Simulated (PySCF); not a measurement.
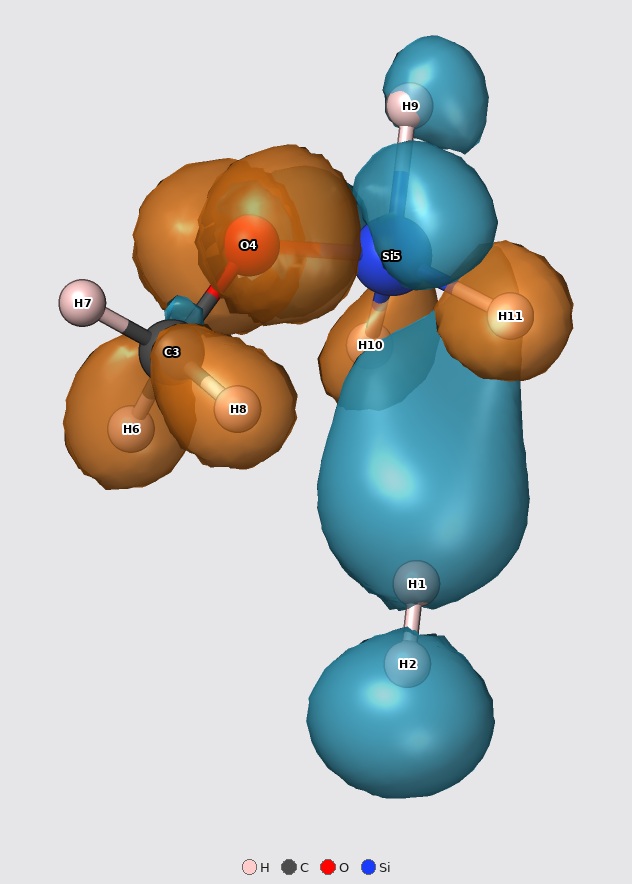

*CH₈OSi, SMILES `[H][H].CO[SiH3]`. Unrelaxed difference density of S₃ less the ground state (TDA singlet states), ±0.02 e/Å³; light blue: gain, orange: loss.*

Method: B3LYP/def2-SVP; geometry: GFN2-xTB; program: PySCF. The pair's geometry is semi-empirical, so its contact may be too short or too long. Without diffuse functions Rydberg states are missing, so the states' numbers hold for this basis only.

### How does the charge move on excitation?

0.83 e is displaced in all, of which about 0.6 e passes between atoms: O4 (0.48 e) and C3 (0.07 e) lose electrons and Si5 (0.21 e) and H2 (0.20 e) gain them. The state: 8.20 eV (151 nm), f = 0.005, partly diffuse acceptor orbital, which a basis without diffuse functions describes poorly; the leading pair carries 99 %; hole on O4 (53 %), Si5 (12 %) and C3 (10 %), electron on Si5 (32 %), H2 (20 %) and H1 (17 %) (atom shares of so diffuse an orbital are rough); their centroids lie 1.6 Å apart.

Cost of the run: 50 s on 1 thread of Intel(R) Xeon(R) Platinum 8488C (Sapphire Rapids) (shared host), peak memory 0.52 GiB.
